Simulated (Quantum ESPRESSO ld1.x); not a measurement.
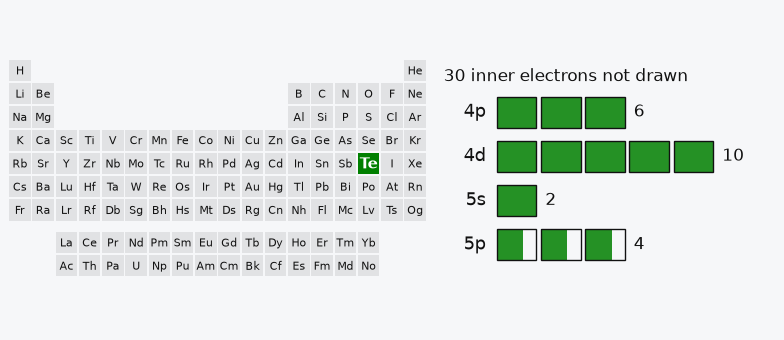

*Left, the place of tellurium in the periodic table; right, the outer shells as the input fills them: a box for each of the 2l + 1 orbitals, shaded by the share of the shell that is filled, with the electron count at the right.*

# Atomic calculation for Te

- system: Te, configuration typed as [Kr] 4d10 5s2 5p4.
- method: radial all-electron Kohn-Sham run of Quantum ESPRESSO ld1.x with rel=1, lsd=1, dft='PZ' as typed

Input:
```
 &input
    zed=52.0,
    iswitch=1,
    rel=1,
    lsd=1,
    dft='PZ',
    config='[Kr] 4d10 5s2 5p4',
    verbosity='high',
    rmax=1000.0,
    prefix='ld1',
    max_out_wfc=37,
    file_charge='ld1.rho',
 /
```

Hardware: 1 CPU thread, shared host.

Command:
```bash
OMP_NUM_THREADS=1 ld1.x < ld1.in > ld1.out
```

Log:
```
     Program LD1 v.7.5 starts

     --------------------------- All-electron run ----------------------------

     scalar relativistic calculation

     atomic number is 52.00
     dft =PZ   lsd =1 sic =0 latt =0  beta=0.20 tr2=1.0E-14
     Exchange-correlation= PZ
                           (   1   1   0   0   0   0   0)
     mesh =2359 r(mesh) =1005.01353 a.u. xmin = -8.00 dx = 0.00800
     1 Ry =  13.60569312 eV, c = 137.03599908

     n l     nl                  e(Ry)          e(Ha)          e(eV)
     1 0     1S 1( 1.00)   -2322.072324244   -1161.036162122 -31593.4034531
     2 0     2S 1( 1.00)    -356.156508621    -178.078254311  -4845.7561601
     2 1     2P 1( 3.00)    -319.902853887    -159.951426944  -4352.5000592
     3 0     3S 1( 1.00)     -70.835463352     -35.417731676   -963.7655766
     3 1     3P 1( 3.00)     -59.049803273     -29.524901636   -803.4135023
     4 0     4S 1( 1.00)     -12.051229792      -6.025614896   -163.9653343
     4 1     4P 1( 3.00)      -8.391574448      -4.195787224   -114.1731868
     3 2     3D 1( 5.00)     -41.177195294     -20.588597647   -560.2442828
     4 2     4D 1( 5.00)      -3.066332601      -1.533166301    -41.7195804
     5 0     5S 1( 1.00)      -1.158518654      -0.579259327    -15.7624493
     5 1     5P 1( 3.00)      -0.478936542      -0.239468271     -6.5162636
     1 0     1S 2( 1.00)   -2322.068193995   -1161.034096998 -31593.3472582
     2 0     2S 2( 1.00)    -356.154348832    -178.077174416  -4845.7267746
     2 1     2P 2( 3.00)    -319.899587855    -159.949793928  -4352.4556225
     3 0     3S 2( 1.00)     -70.831786473     -35.415893236   -963.7155501
     3 1     3P 2( 3.00)     -59.045795593     -29.522897797   -803.3589750
     4 0     4S 2( 1.00)     -12.043241130      -6.021620565   -163.8566430
     4 1     4P 2( 3.00)      -8.382626332      -4.191313166   -114.0514414
     3 2     3D 2( 5.00)     -41.173444529     -20.586722264   -560.1932511
     4 2     4D 2( 5.00)      -3.050976262      -1.525488131    -41.5106467
     5 0     5S 2( 1.00)      -1.085882327      -0.542941163    -14.7741817
     5 1     5P 2( 1.00)      -0.407771182      -0.203885591     -5.5480096

     final scf error:  7.0E-15 reached in  38 iterations

     Etot =  -13577.732931 Ry,   -6788.866466 Ha, -184734.467571 eV
     Total magnetization:    2.00 Bohr mag.

     Ekin =   14222.721322 Ry,    7111.360661 Ha,  193509.981683 eV
     Encl =  -32856.662728 Ry,  -16428.331364 Ha, -447037.670116 eV
     Eh   =    5395.931229 Ry,    2697.965615 Ha,   73415.384416 eV
     Exc  =    -339.722755 Ry,    -169.861378 Ha,   -4622.163554 eV

     normalization and overlap integrals

     s(1S/1S) =  1.000000  <r> =   0.0278  <r2> =    0.0010  r(max) =   0.0179
     s(1S/2S) = -0.014393
     s(1S/3S) = -0.006058
     s(1S/4S) = -0.002761
     s(1S/5S) = -0.000972
     s(2S/2S) =  1.000000  <r> =   0.1200  <r2> =    0.0170  r(max) =   0.1015
     s(2S/3S) = -0.003729
     s(2S/4S) = -0.001635
     s(2S/5S) = -0.000572
     s(2P/2P) =  1.000000  <r> =   0.1048  <r2> =    0.0134  r(max) =   0.0812
     s(2P/3P) = -0.003044
     s(2P/4P) = -0.001247
     s(2P/5P) = -0.000357
     s(3S/3S) =  1.000000  <r> =   0.3226  <r2> =    0.1190  r(max) =   0.2919
     s(3S/4S) = -0.001103
     s(3S/5S) = -0.000376
     s(3P/3P) =  1.000000  <r> =   0.3206  <r2> =    0.1192  r(max) =   0.2873
     s(3P/4P) = -0.000932
     s(3P/5P) = -0.000261
     s(4S/4S) =  1.000000  <r> =   0.7647  <r2> =    0.6615  r(max) =   0.6982
     s(4S/5S) = -0.000239
     s(4P/4P) =  1.000000  <r> =   0.8216  <r2> =    0.7705  r(max) =   0.7384
     s(4P/5P) = -0.000164
     s(3D/3D) =  1.000000  <r> =   0.2970  <r2> =    0.1045  r(max) =   0.2371
     s(3D/4D) = -0.000622
     s(4D/4D) =  1.000000  <r> =   0.9748  <r2> =    1.1190  r(max) =   0.8128
     s(5S/5S) =  1.000000  <r> =   2.0774  <r2> =    4.9023  r(max) =   1.7946
     s(5P/5P) =  1.000000  <r> =   2.6426  <r2> =    8.0807  r(max) =   2.1571
     s(1S/1S) =  1.000000  <r> =   0.0278  <r2> =    0.0010  r(max) =   0.0179
     s(1S/2S) = -0.014393
     s(1S/3S) = -0.006058
     s(1S/4S) = -0.002761
     s(1S/5S) = -0.000979
     s(2S/2S) =  1.000000  <r> =   0.1200  <r2> =    0.0170  r(max) =   0.1015
     s(2S/3S) = -0.003729
     s(2S/4S) = -0.001635
     s(2S/5S) = -0.000576
     s(2P/2P) =  1.000000  <r> =   0.1048  <r2> =    0.0134  r(max) =   0.0812
     s(2P/3P) = -0.003044
     s(2P/4P) = -0.001247
     s(2P/5P) = -0.000353
     s(3S/3S) =  1.000000  <r> =   0.3226  <r2> =    0.1190  r(max) =   0.2919
     s(3S/4S) = -0.001103
     s(3S/5S) = -0.000379
     s(3P/3P) =  1.000000  <r> =   0.3206  <r2> =    0.1192  r(max) =   0.2873
     s(3P/4P) = -0.000932
     s(3P/5P) = -0.000258
     s(4S/4S) =  1.000000  <r> =   0.7646  <r2> =    0.6611  r(max) =   0.6982
     s(4S/5S) = -0.000240
     s(4P/4P) =  1.000000  <r> =   0.8211  <r2> =    0.7694  r(max) =   0.7384
     s(4P/5P) = -0.000163
     s(3D/3D) =  1.000000  <r> =   0.2970  <r2> =    0.1045  r(max) =   0.2371
     s(3D/4D) = -0.000624
     s(4D/4D) =  1.000000  <r> =   0.9715  <r2> =    1.1102  r(max) =   0.8128
     s(5S/5S) =  1.000000  <r> =   2.0761  <r2> =    4.9080  r(max) =   1.7803
     s(5P/5P) =  1.000000  <r> =   2.6948  <r2> =    8.4703  r(max) =   2.1571

     ------------------------ End of All-electron run ------------------------
```

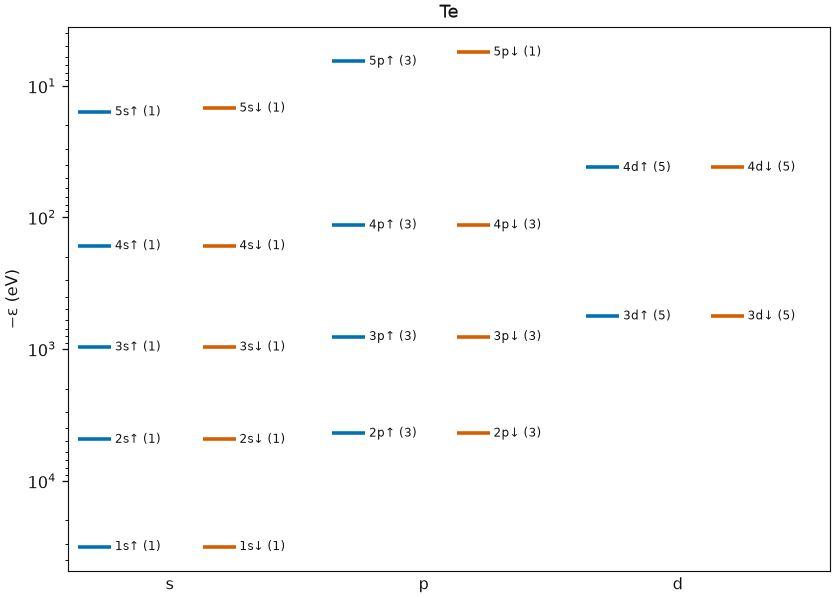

*All occupied levels, on a logarithmic scale of binding energy, are drawn (occupations in brackets, up spins at the left of each column and down spins at the right). They are the filled levels of this odd run.*

The highest occupied level is 5p down at −5.55 eV. The highest 6 occupied levels, from the top down, are 5p down (−5.55 eV), 5p up (−6.52 eV), 5s down (−14.8 eV), 5s up (−15.8 eV), 4d down (−41.5 eV), 4d up (−41.7 eV).

Outcome:

- outcome: converged
- total energy: −6788.8665 hartree
- kinetic energy: 7111.3607 hartree
- electron–nucleus energy: −16428.3314 hartree
- Hartree energy: 2697.9656 hartree
- exchange–correlation energy: −169.861378 hartree
- SCF iterations: 38
- wall time: 1.4 s

What is odd here:

This input holds a deliberate oddity: rmax very large. The program ran to the end, and its total energy equals that of the same run with the usual input (−6788.86647 hartree) within 10⁻⁵ hartree, so the oddity leaves no trace in it.
